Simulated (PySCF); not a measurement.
Ionisation energy of As⁺ ([Ar] 3d¹⁰ 4s² 4p² → [Ar] 3d¹⁰ 4s² 4p). PySCF, aug-cc-pVDZ-PP with a 10-electron core potential, unrestricted single determinants, no spin-orbit coupling. Methods marked “valence” freeze 18 core electrons.

The results, method by method:

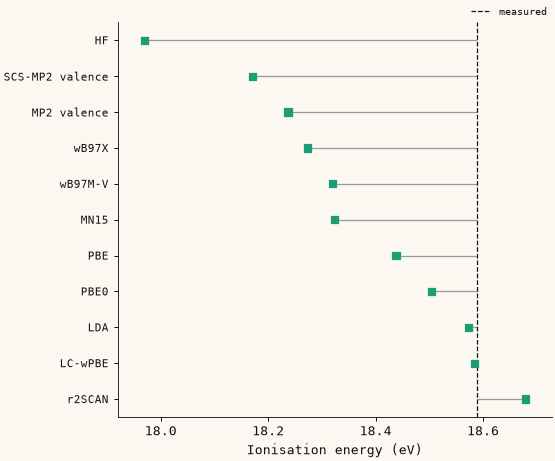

| Method | Ionisation energy (eV) |
| --- | --- |
| HF | 17.969 |
| LDA | 18.573 |
| PBE | 18.438 |
| PBE0 | 18.504 |
| r2SCAN | 18.679 |
| LC-wPBE | 18.584 |
| wB97M-V | 18.320 |
| wB97X | 18.274 |
| MN15 | 18.323 |
| MP2 valence | 18.237 |
| SCS-MP2 valence | 18.171 |

The values run from 17.969 eV (HF) to 18.679 eV (r2SCAN). The measured value is 18.589 ± 0.001 eV; nearest to it come LC-wPBE (−0.005) and LDA (−0.016), furthest HF (−0.620 eV).

Limits of the model: spin-orbit shift not estimated.
